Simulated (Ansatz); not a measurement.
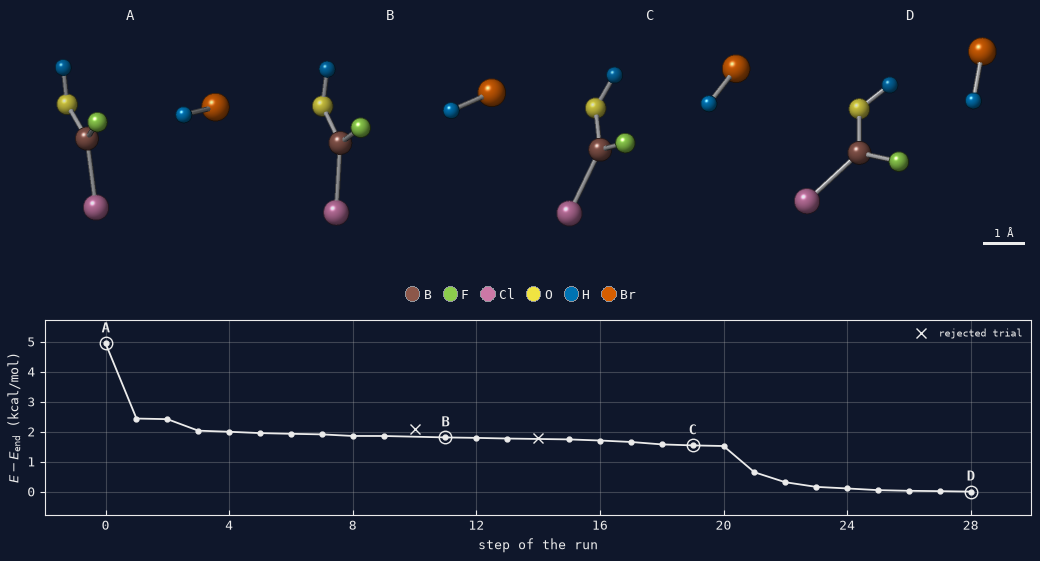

Frames of a relaxation of BH2OBrClF, marked on the history of the run. Style: ball-and-stick. Shown at a tilt.

The run prepares an end point of a later path (reaction) calculation, from a guessed geometry.

Theory: Ansatz, RKS BHLYP/def2-SVP.

Input
```yaml
crystal:
  periodic: [false, false, false]
  atoms:
    - { symbol: B, position_ang: [0.056725, -0.354408, -0.109193] }
    - { symbol: F, position_ang: [0.036758, -0.460238, 1.211471] }
    - { symbol: Cl, position_ang: [1.60624, -0.324537, -0.920047] }
    - { symbol: O, position_ang: [-1.071044, -0.339926, -0.813634] }
    - { symbol: H, position_ang: [-1.873625, -0.364251, -0.294561] }
    - { symbol: Br, position_ang: [0.191232, 2.689689, 1.015745] }
    - { symbol: H, position_ang: [0.451214, 1.509171, 1.891019] }
basis:
  gaussian: { orbitals: def2-SVP }
hamiltonian:
  xc: { name: BHLYP }
relax:
  f_tol: 0.03
  max_steps: 50
```

Run as
```bash
ansatz run input.yaml --threads 2 --pin off --max-ram 3072MiB --backend cpu --events-out ev --progress --plain --runs-dir out
```

Question: What happens along the run?

Answer: The energy falls by 4.94 kcal/mol in 26 accepted moves (28 points after the start). The largest force component goes from 1.5 to 0.0059 eV/Å. The line search rejected the trial steps at points 10, 14 of the run. Cl3 moves most after the best rigid fit: 1.72 Å. Largest moves by element: Cl 1.72 Å, Br 1.45 Å, H 1.22 Å, F 1.17 Å, B 0.40 Å, O 0.33 Å. Some distances before and after: Br6–H7 1.492 → 1.418 Å, B1–O4 1.330 → 1.326 Å. From step 0 to 11: Br6 moves most (0.59 Å), energy −3.13 kcal/mol. From step 11 to 19: Cl and H atoms move most (0.70 Å), energy −0.27 kcal/mol. From step 19 to 28: Cl3 moves most (0.65 Å), energy −1.54 kcal/mol.
